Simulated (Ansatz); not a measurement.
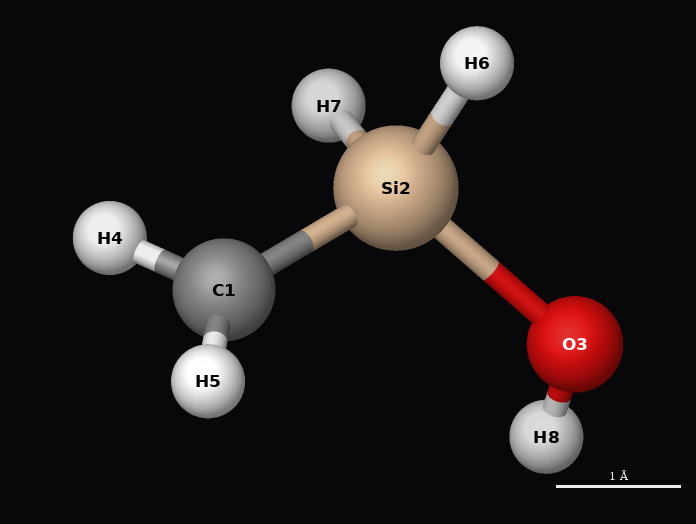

The picture comes from a calculation with Ansatz.

The atoms are numbered. Charge 0, doublet. Geometry: moved along internal coordinates away from the minimum.

List the bonds and their lengths.

| bond | length (Å) | order |
| --- | --- | --- |
| C1–Si2 | 1.840 | single |
| C1–H4 | 1.086 | single |
| C1–H5 | 1.087 | single |
| Si2–O3 | 1.980 | single |
| Si2–H6 | 1.485 | single |
| Si2–H7 | 1.490 | single |
| O3–H8 | 0.958 | single |
